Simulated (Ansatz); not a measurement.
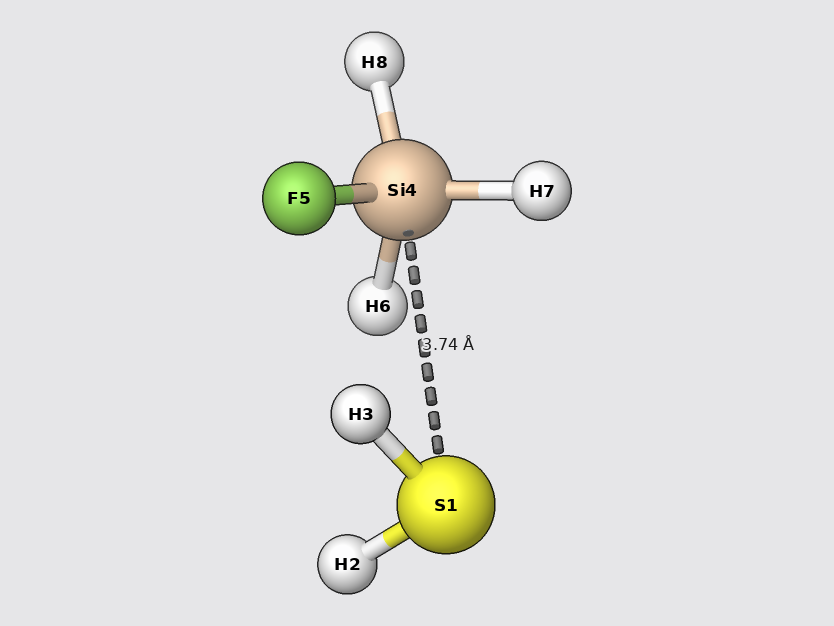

Two molecules or ions; the broken line marks their closest contact (measured against van der Waals radii). The computed structure is the end point of a PBE0-D4/def2-TZVP optimisation. Program: Ansatz 0.2.0.

Which two species are they?

Answer. H2S and FH3Si (`F[SiH3].S`).

Give the counterpoise-corrected interaction energy (kcal/mol, monomers kept as in the pair) with CCSD(T)/CBS (MP2 limit from def2-TZVPPD and def2-QZVPPD plus CCSD(T) − MP2); ωB97X-V/def2-TZVPPD; PBE-D4/STO-3G; B3LYP-D4/6-31G.

| level | interaction energy (kcal/mol) |
| --- | --- |
| CCSD(T)/CBS (MP2 limit from def2-TZVPPD and def2-QZVPPD plus CCSD(T) − MP2) | −2.0 |
| ωB97X-V/def2-TZVPPD | −2.1 |
| PBE-D4/STO-3G | −1.0 |
| B3LYP-D4/6-31G | −2.7 |
